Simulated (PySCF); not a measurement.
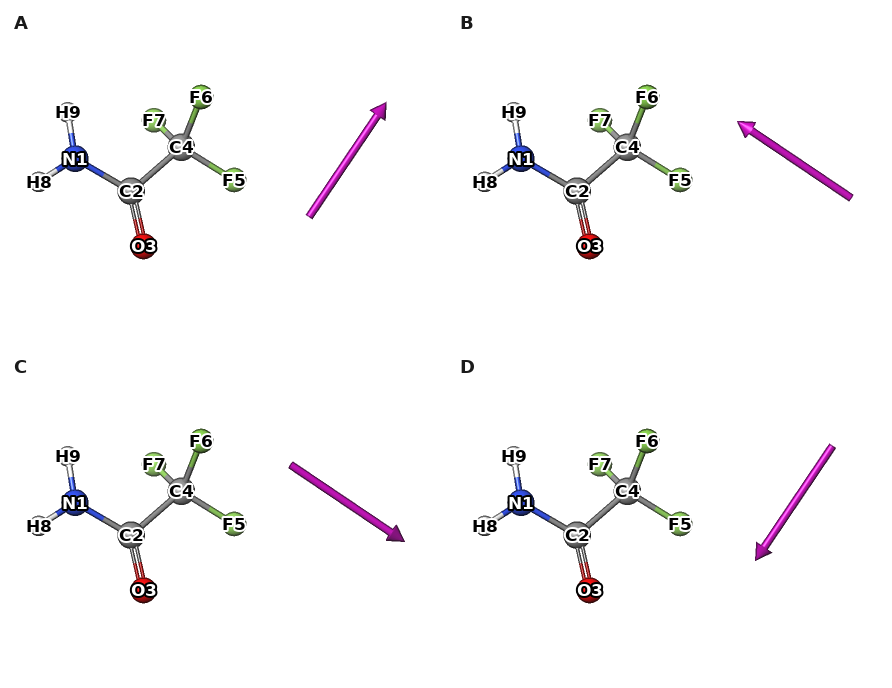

The same molecule four times, each with an arrow. Computed geometry: GFN2-xTB optimisation. No frequency run is at hand to confirm it as a minimum. Method: B3LYP/pcJ-1, gas phase (PySCF 2.14.0).

> Which arrow points along the dipole moment, from the negative to the positive end?

B. The dipole moment is 3.86 D; it points from the side of F5 to the side of H9 (the outermost atoms at the two ends).
